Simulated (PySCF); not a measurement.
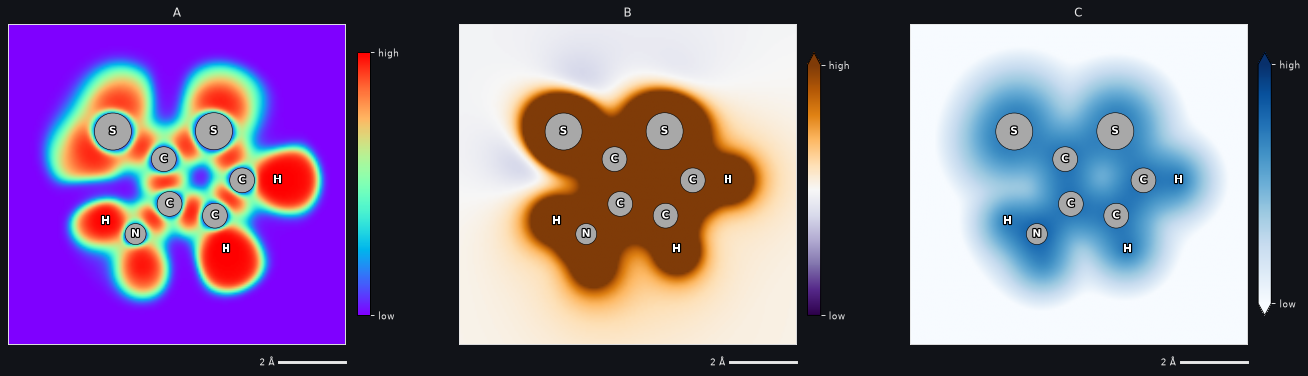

C$_{4}$H$_{7}$NS$_{2}$Si (SMILES Nc1ccsc1S[SiH3]): 3 fields on the plane of atoms C3, C4 and H12, with unlabelled colour scales. Grey discs cover the atomic cores.

Geometry: GFN2-xTB.

Method: wB97X-D/def2-SVPD, SCF density, gas phase (PySCF).

> Match the panels to the quantities (electron density, electron localisation function and electrostatic potential).

Panel A: electron localisation function. Panel B: electrostatic potential (strongly positive close to the atoms, with negative regions outside electron-rich atoms). Panel C: electron density. From the grid: C–C (1.35 Å): ρ is about 2.2 e/Å³ halfway; the ELF peaks at about 0.95 between the atoms, as expected for localised, covalent bonding. C–N (1.38 Å): ρ at the midpoint is about 2.2 e/Å³; the ELF peaks at about 0.95 between the atoms, as expected for localised, covalent bonding.
